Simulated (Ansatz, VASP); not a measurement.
# CaB6: VASP beside Ansatz, part 2 of 2

Wanted: the spread between two codes on one cell, functional and k mesh.  The cell is taken from a series of runs on this material, whose earlier steps may have relaxed or scaled it; both programs get it as it stands.

VASP 6.6.1 and Ansatz 0.2.0.

So far. Step 2 (VASP: single point, r2SCAN0): The run ends at a pressure of -0.82 GPa, with forces up to 1.1 eV/Å.

**3. Ansatz: single point, r2SCAN0**

Level of this step: Ansatz beside VASP: Kohn-Sham DFT, plane waves, r2SCAN0 (Ansatz).

Ansatz runs on its default PAW (the set named soft_2) files.

The same cell, functional, mesh and smearing now go to Ansatz, which takes its cutoff from its data sets.

The input, input.yaml:

```yaml
crystal:
  lattice:
    - [4.145, 0.0, 0.0]
    - [0.0, 4.145, 0.0]
    - [0.0, 0.0, 4.145]
  atoms:
    - { symbol: Ca, position: [0.5, 0.5, 0.5] }
    - { symbol: B, position: [0.0, 0.0, 0.293] }
    - { symbol: B, position: [0.0, 0.0, 0.707] }
    - { symbol: B, position: [0.293, 0.0, 0.0] }
    - { symbol: B, position: [0.707, 0.0, 0.0] }
    - { symbol: B, position: [0.0, 0.293, 0.0] }
    - { symbol: B, position: [0.0, 0.707, 0.0] }
hamiltonian:
  xc: r2scan0
  pseudopotentials: { kind: paw }
kpoints:
  mp_grid: { grid: [4, 4, 4] }
  band_path:
    path:
      - [0.0, 0.0, 0.0]
      - [0.0, 0.3, 0.0]
      - [0.0, 0.5, 0.0]
      - [0.3, 0.5, 0.0]
      - [0.5, 0.5, 0.0]
      - [0.2, 0.2, 0.0]
      - [0.1, 0.1, 0.1]
      - [0.4, 0.4, 0.4]
      - [0.4, 0.5, 0.4]
      - [0.1, 0.5, 0.1]
      - [0.5, 0.5, 0.1]
      - [0.5, 0.5, 0.5]
    npoints: 1
scf:
  occupations: { method: gaussian, width: 0.02 }
  n_extra_bands: 9
output:
  forces: true
  stress: true
  eigenvalues: true
  write_density: true
  write_potential: true
  elf: true
  volumetric_format: npy
```

Run with:

```sh
> ansatz run input.yaml --threads 4 --pin off --max-ram 9216MiB --backend cpu --events-out ev --progress --plain --runs-dir out
```

Numbers of over 12 decimals in the logs are rounded to 6 here.

The program printed:

```text
Warning: output.stress: scf.convergence.dr2_threshold = 1e-7 eV (the SCF's general default) is looser than the 7e-10 eV advised for a printed stress (1e-10 eV for each atom of the cell: 7). What an SCF threshold leaves in a stress goes as its square root, and in the free energy as the threshold itself, and one threshold admits the most on a small cell: [figures from the program's tests cut] Set scf.convergence.dr2_threshold to 7e-10 eV or tighter. The threshold is an SCF's pass mark: one that does not reach it within its budget of iterations ends unconverged, or closes short of it on a stop that the run arms, and scf.convergence.dr2_threshold's page says what that costs each kind of run
Warning: output.stress: scf.exx.energy_threshold = 1e-6 eV is looser than the 7e-8 eV advised for a stress under a hybrid functional (1e-8 eV for each atom of the cell: 7). Every SCF of the exchange loop can meet its threshold on dr2 while the loop round them stops early: no threshold on dr2 bounds what that leaves in the stress. Set scf.exx.energy_threshold to 7e-8 eV or tighter. The threshold is the loop's pass mark: a loop that does not reach it within its budget of cycles ends unconverged, and scf.exx.energy_threshold's page has the law
scf.n_extra_bands = 9 over 14 filled bands (N_el = 28.0): the run solves 23 bands
Engine: ansatz 0.2.0, x86_64-unknown-linux-gnu
Pseudopotentials: kind: paw
Pseudopotential: Ca, paw, valence charge 10, recommended cutoff 500 eV (meta_gga), Ca.paw.azcp
Pseudopotential: B, paw, valence charge 3, recommended cutoff 500 eV (meta_gga), B.paw.azcp
Functional definition: r2SCAN0
  parameter a = 0.25
  parameter k0 = 0.174
  parameter k1 = 0.065
  parameter a1 = 4.9479
  exchange = (1 - a)*r2scan_x(k0 = k0, k1 = k1, a1 = a1) + a*exact_x
  correlation = r2scan_c
Crystal: 7 atoms, lattice volume = 71.215 Å³
Basis set: ecut = 500 eV, 1839 PW (Γ), exchange–correlation on 128×128×128 points (64 copies of the dense FFT grid, shifted against one another)
Bands: 23, of which v1, the nominal top of the filled ones, is band 14 counted from 1 (13 counted from 0)
Symmetry: 48 space group operations
Space group: Pm-3m (ITA 221), of the structure as read, at distance tolerance 4.1e-5 Å
k-points: 10 of 64
Non-local potential: Ca, projectors of the file, l = 0: 3, l = 1: 2, l = 2: 2
Non-local potential: B, projectors of the file, l = 0: 2, l = 1: 2, l = 2: 1
PAW form: soft (Blöchl's): semilocal exchange-correlation on the pseudo side does not see the compensation charge
PAW frozen core: Ca, regenerated for the run's functional, and the local potential with it (the file was generated under x = pbe(κ = 0.804, μ = 0.219515), c = pbe(β = 0.066725))
PAW frozen core: B, regenerated for the run's functional, and the local potential with it (the file was generated under x = pbe(κ = 0.804, μ = 0.219515), c = pbe(β = 0.066725))
PAW one-centre angular grid: Ca, 302 points (default); XC on 160 Gauss nodes
PAW one-centre angular grid: B, 302 points (default); XC on 160 Gauss nodes
Initial density: superposition of atomic densities (neutral atoms: chi_scale 0, normalization atom), corrected by the library's trained network
Initial wavefunctions: pseudopotential atomic-orbital guess
Functional: x = r2scan, c = r2scan; τ floored in thin density (d = 2e-4 eV/Å³), warm-up for x = 0.75 r2scan + 0.25 exact, c = r2scan; τ floored in thin density (d = 2e-4 eV/Å³)
SCF iter   1: F=—  HF=-2764.093889 eV  |F-HF|=—  |Δ(HF+E_count)|=         —  Δρ=5.57e-3  dr2=1.64e-2  dr2_τ=9.53e-1  ethr=1.77e-3  ⟨swp⟩=9.6  Hψ=1385  notcnv=0
preconditioner: auto → none  [insulator: Δε(μ)=0.321 eV  Ē_g=11.081 eV  σ=0.020 eV  W_gap=1.00  n_scr=18 (ndim 8)  ℏωp=19.7 eV  f_vac=0.000  D(μ)=0.00/eV (n_scr^D=0)]
SCF iter   2: F=—  HF=-2764.202443 eV  |F-HF|=—  |Δ(HF+E_count)|=   1.09e-1  Δρ=3.34e-3  dr2=3.96e-3  dr2_τ=1.62e-4  ethr=5.87e-5  ⟨swp⟩=5.5  Hψ=800  notcnv=0
SCF iter   3: F=—  HF=-2764.203233 eV  |F-HF|=—  |Δ(HF+E_count)|=   7.90e-4  Δρ=1.23e-3  dr2=5.45e-4  dr2_τ=2.90e-5  ethr=1.42e-5  ⟨swp⟩=2.1  Hψ=461  notcnv=0
iter 4 solved again at ethr=5.20e-8 eV; its pass at ethr=1.94e-6 eV (dr2=1.46e-5 eV) is discarded
SCF iter   4: F=—  HF=-2764.203410 eV  |F-HF|=—  |Δ(HF+E_count)|=   1.77e-4  Δρ=1.35e-4  dr2=1.88e-5  dr2_τ=2.88e-6  ethr=5.20e-8  ⟨swp⟩=3.7  Hψ=837  notcnv=0
eigensolver tolerance schedule calibrated: the retry pair's looser diagonalisation under-reported the residual by θ = 0.23 (0.14/decade); ethr = c·dr2/N_el runs at the constant in force after the calibration composes with the one it found (an armed cap, an earlier calibration), c = 4.9e-2
SCF iter   5: F=-2764.203405 eV  HF=-2764.203405 eV  |F-HF|=5.97e-9  |Δ(HF+E_count)|=   4.70e-6  Δρ=3.12e-5  dr2=4.10e-7  dr2_τ=5.74e-8  ethr=3.26e-8  ⟨swp⟩=3.0  Hψ=462  notcnv=0
SCF 1 stopped early in 5 iterations: F = -2764.203405 eV  dr2 = 4.10e-7
  greatest PAW one-centre occupation: 0.994 electrons in one spin orbital (limit 2), on the Ca atom at site 0 (counted from 0), in its partial waves of l = 0
Initial density: handed on by an earlier stage of this run
Initial wavefunctions: those handed on with the density
Functional: x = 0.75 r2scan + 0.25 exact, c = r2scan; τ floored in thin density (d = 2e-4 eV/Å³)
Frozen-core exchange: fock
SCF iter   1: F=—  HF=-2763.927943 eV  |F-HF|=—  |Δ(HF+E_count)|=         —  Δρ=2.46e-3  dr2=5.32e-3  dr2_τ=2.89e-4  ethr=1.46e-8  ⟨swp⟩=10.2  Hψ=1515  notcnv=0
preconditioner: auto → none  [insulator: Δε(μ)=1.499 eV  Ē_g=13.369 eV  σ=0.020 eV  W_gap=1.00  n_scr=18 (ndim 8)  ℏωp=19.7 eV  f_vac=0.000  D(μ)=0.00/eV (n_scr^D=0)]
SCF iter   2: F=—  HF=-2763.925404 eV  |F-HF|=—  |Δ(HF+E_count)|=   2.54e-3  Δρ=1.33e-3  dr2=9.20e-4  dr2_τ=3.77e-5  ethr=1.46e-8  ⟨swp⟩=5.0  Hψ=930  notcnv=0
SCF iter   3: F=—  HF=-2763.930449 eV  |F-HF|=—  |Δ(HF+E_count)|=   5.05e-3  Δρ=5.76e-4  dr2=1.38e-4  dr2_τ=1.43e-5  ethr=1.46e-8  ⟨swp⟩=5.0  Hψ=923  notcnv=0
SCF iter   4: F=—  HF=-2763.930418 eV  |F-HF|=—  |Δ(HF+E_count)|=   3.17e-5  Δρ=2.01e-4  dr2=2.40e-5  dr2_τ=9.73e-7  ethr=1.46e-8  ⟨swp⟩=3.0  Hψ=517  notcnv=0
SCF iter   5: F=-2763.930496 eV  HF=-2763.930496 eV  |F-HF|=6.30e-7  |Δ(HF+E_count)|=   7.85e-5  Δρ=4.00e-5  dr2=1.41e-6  dr2_τ=7.53e-8  ethr=1.46e-8  ⟨swp⟩=4.0  Hψ=619  notcnv=0
SCF 2 stopped early in 5 iterations: F = -2763.930496 eV  dr2 = 1.41e-6
  Residual-converged pass: ⟨swp⟩=3.3  Hψ=499  notcnv=0  max |occ|·‖R‖ = 6.6e-6 eV (tolerance 6.7e-6 eV)  dr2=1.41e-6  dr2_τ=7.57e-8  dr2_onsite=4.11e-8  max |Δocc| = 0.0e0
  greatest PAW one-centre occupation: 0.995 electrons in one spin orbital (limit 2), on the Ca atom at site 0 (counted from 0), in its partial waves of l = 0
hybrid outer 1: dexx = +5.606e-3 eV, tail = 9.33e-6 eV
Frozen-core exchange: fock
SCF iter   1: F=—  HF=-2763.930554 eV  |F-HF|=—  |Δ(HF+E_count)|=         —  Δρ=3.81e-5  dr2=3.08e-7  dr2_τ=1.48e-7  ethr=1.67e-7  ⟨swp⟩=4.3  Hψ=600  notcnv=0
preconditioner: auto → none  [insulator: Δε(μ)=1.493 eV  Ē_g=13.305 eV  σ=0.020 eV  W_gap=1.00  n_scr=18 (ndim 8)  ℏωp=19.7 eV  f_vac=0.000  D(μ)=0.00/eV (n_scr^D=0)]
SCF iter   2: F=—  HF=-2763.930554 eV  |F-HF|=—  |Δ(HF+E_count)|=   4.15e-8  Δρ=1.59e-5  dr2=4.69e-8  dr2_τ=2.09e-8  ethr=3.94e-10  ⟨swp⟩=4.0  Hψ=544  notcnv=0
SCF iter   3: F=—  HF=-2763.930554 eV  |F-HF|=—  |Δ(HF+E_count)|=   7.57e-8  Δρ=3.53e-6  dr2=6.96e-9  dr2_τ=9.70e-10  ethr=6.58e-11  ⟨swp⟩=3.7  Hψ=559  notcnv=0  defer=2
SCF iter   4: F=-2763.930554 eV  HF=-2763.930554 eV  |F-HF|=5.12e-10  |Δ(HF+E_count)|=  9.70e-10  Δρ=1.65e-6  dr2=1.16e-9  dr2_τ=1.94e-10  ethr=9.81e-12  ⟨swp⟩=3.3  Hψ=496  notcnv=0
SCF 3 converged in 4 iterations: F = -2763.930554 eV  dr2 = 1.16e-9
  Residual-converged pass: ⟨swp⟩=3.0  Hψ=461  notcnv=0  max |occ|·‖R‖ = 5.2e-7 eV (tolerance 5.3e-7 eV)  dr2=1.16e-9  dr2_τ=1.96e-10  dr2_onsite=1.23e-10  max |Δocc| = 0.0e0
hybrid outer 2: dexx = +1.517e-7 eV, tail = 7.23e-9 eV, Δε = 1.52e-3 eV (about 5.13e-5 eV left of the loop's levels), ΔF = 1.04e-3 eV/Å (tail 2.03e-4)
NSCF: frozen V_eff on 12 k-points
hybrid SCF converged: 2 outer / 9 inner (+5 warm-up), last move |dexx| = 1.52e-7 eV, tail = 7.23e-9 eV
Stability not checked: this state was not tested for a lower state beside it, because the functional holds exact exchange (a hybrid, or Hartree-Fock), whose exchange loop this test does not read (fock_operator; see scf.lower_state_search)
Free energy (F): -2763.930554 eV
Frozen-core exchange: fock
Harris-Foulkes:  -2763.930554 eV  (|F-HF|=5.12e-10)
Internal energy: -2763.930554 eV  (E = F + TS)
E sigma→0 (E₀):  -2763.930554 eV
Fermi energy:    8.278390 eV
--- Per-component energies (eV) ---
  E_band       = -155.469627
  E_kinetic    = 578.789343
  E_local      = -869.606792  (includes V_loc(G=0)·N_el)
  E_nonlocal   = 128.998874
  E_hartree    = 275.767354
  E_xc         = -254.508415
  E_vxc        = -338.715551  (∫ρ·V_xc dr)
  E_exx        = -72.561493  (= α·E_x^exact, valence–valence)
  E_paw        = -1345.072556  (= ΣΔE_a)
  E_vpaw       = -76.175418  (= ΣTr[D̂ρ^β])
  E_aug_tail   = -0.000014  (compensation charges beyond the density's cutoff)
  E_vtau       = 14.828158  (kinetic-family band-sum trace: ∫τ·v_τ [+ j·A + Jᵃ·Aᵃ] dr)
  E_ewald      = -1205.288291
  E_core_change = -0.448564  (= ΣΔE_core)
  E_smearing   = -0.000000  (= −TS)
  E_closure    = 0.000000  (closes the sum)
  Σ components = -2763.930554   (vs F -2763.930554, Δ=0.00e0)
--- Forces (eV/Å), atoms counted from 1 ---
  atom   1  Ca     0.00000000     0.00000000     0.00000000
  atom   2  B      0.00000000     0.00000000     1.09143074
  atom   3  B      0.00000000    -0.00000000    -1.09143074
  atom   4  B      1.09143074    -0.00000000     0.00000000
  atom   5  B     -1.09143074     0.00000000     0.00000000
  atom   6  B      0.00000000     1.09143074     0.00000000
  atom   7  B     -0.00000000    -1.09143074    -0.00000000
  max |Σ_I F_I| component: 4.44e-16 eV/Å
--- Stress (GPa, compression-positive) ---
       -0.264713      -0.000000       0.000000
        0.000000      -0.264713       0.000000
        0.000000       0.000000      -0.264713
  P = ⅓ Tr σ = -0.2647 GPa (-2.647 kbar)
--- Band table (eV; the first three rows and the last of 10) ---
  k-point 0: bands = [... 10 lower, 1.5587, 7.1491, 7.1491, 7.1491, 12.3007, 12.3007, 12.3007, 13.1040, ... 5 higher]
  k-point 1: bands = [... 10 lower, 3.7767, 5.8459, 5.8459, 7.3288, 10.1012, 13.0837, 13.0837, 13.4627, ... 5 higher]
  k-point 2: bands = [... 10 lower, 4.8705, 4.8705, 5.6105, 7.5320, 9.0248, 12.7626, 12.7626, 13.2704, ... 5 higher]
  k-point 9: bands = [... 10 lower, 2.6380, 6.3242, 6.3242, 6.3242, 13.6754, 14.3701, 14.7664, 14.7664, ... 5 higher]
```

The column dr2 measures how far the density is from self-consistency, as an energy; F and HF (Harris–Foulkes) agree once it is small.

**4. Differences**

Known differences besides the PAW data sets themselves: exact exchange at q = 0 is treated differently, which shows on coarse meshes; VASP keeps PBE cores, Ansatz makes them for the functional; the cutoff is 500 eV in Ansatz and 520 eV in VASP; VASP takes a coarser grid for exact exchange (PRECFOCK = Fast). Total energies have different zeros and are not compared.

Both answers:

| quantity | Ansatz | VASP | difference |
| --- | --- | --- | --- |
| pressure (GPa) | -0.26 | -0.82 | +0.55 |
| gap on the k mesh (eV) | 1.493 | 1.535 | -0.042 |

Forces (eV/Å; atoms numbered as in POSCAR):

| atom | Ansatz x, y, z | VASP x, y, z |
| --- | --- | --- |
| Ca1 | 0.000, 0.000, 0.000 | 0.000, 0.000, 0.000 |
| B2 | 0.000, 0.000, 1.091 | 0.000, 0.000, 1.128 |
| B3 | 0.000, 0.000, -1.091 | 0.000, 0.000, -1.128 |
| B4 | 1.091, 0.000, 0.000 | 1.128, 0.000, 0.000 |
| B5 | -1.091, 0.000, 0.000 | -1.128, 0.000, 0.000 |
| B6 | 0.000, 1.091, 0.000 | 0.000, 1.128, 0.000 |
| B7 | 0.000, -1.091, 0.000 | 0.000, -1.128, 0.000 |

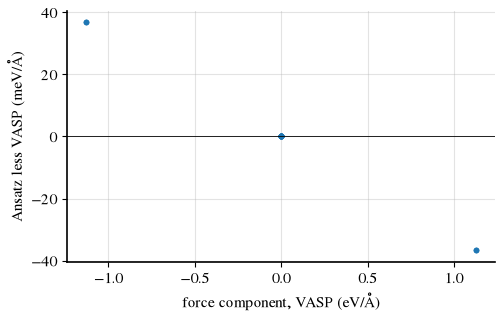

Difference of the force components against their size.

The forces differ by 20 meV/Å r.m.s., which is 3.3 % of the r.m.s. force of 0.60 eV/Å (both taken over all components).

**5. Further runs**

The difference is large enough to ask for its cause, so further runs change the set-up of one program at a time, as the table lists.

| run | r.m.s. force difference (% of the r.m.s. force) |
| --- | --- |
| as above | 3.3 |
| VASP with the data sets Ca_sv and B_h and a cutoff of 1120 eV | 0.31 |

**6. Outcome**

```
r.m.s. force difference (single point, r2SCAN0)         : 3.3 % of the r.m.s. force
difference in pressure (single point, r2SCAN0)          : 0.55 GPa
difference in gap on the k mesh (single point, r2SCAN0) : -0.042 eV
```

The r.m.s. force difference is 3.3 % of the r.m.s. force (single point, r2SCAN0), beyond the 3 % picked in this series as the mark of a large difference. For single point, r2SCAN0: with VASP with the data sets Ca_sv and B_h and a cutoff of 1120 eV the r.m.s. force difference shrinks in size, from 3.3 to 0.31 % of the r.m.s. force. Differences of this kind measure data sets and numerical settings, not the functional's error against experiment.

[Lines on the potential files, build, host, timing and source positions are cut from VASP's logs without a mark.]

[Logs are printed without paths, hosts, clocks, repeated set-up lines and the standing remarks that a program may print on its own settings, such as how far it seeks lower states.]

[Hosts, paths, dates, database ids (printed as entryN), source tags and the programs' standing remarks are cut or masked in the printed files.]
